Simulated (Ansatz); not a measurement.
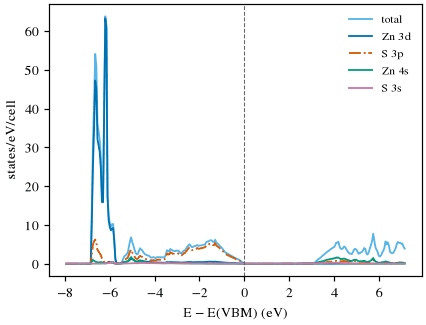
*Total and projected density of states of ZnS in space group R3m (No. 160; Pearson symbol hR6), LDA in the plane-wave PAW code Ansatz*

Which orbitals carry the states next to the gap?

Top 1 eV of the valence band: S 3p 87 %, Zn 3d 10 %. Bottom 1 eV of the conduction band: Zn 4s 52 %, S 3s 26 %, S 3p 14 %, outside the projected shells 8 %. Projections are on Löwdin-orthogonalised atomic valence shells; empty p or d shells of many metals are not among them.

Where is the tallest occupied peak in this window, and what makes it?

Near -6.2 eV, about 64 states/eV per cell; the largest projected share is Zn 3d.

The workflow started from a Materials Project entry (that database holds measured and hypothetical structures alike); the Crystallography Open Database files this formula in space group No. 160, but the cells were not matched. It is not the phase usual at ambient conditions (space group No. 186, 216). The LDA relaxation kept the symmetry of its start; of distortions, only those at the zone centre were tested.

Potentials: the later of the program's two PAW sets.
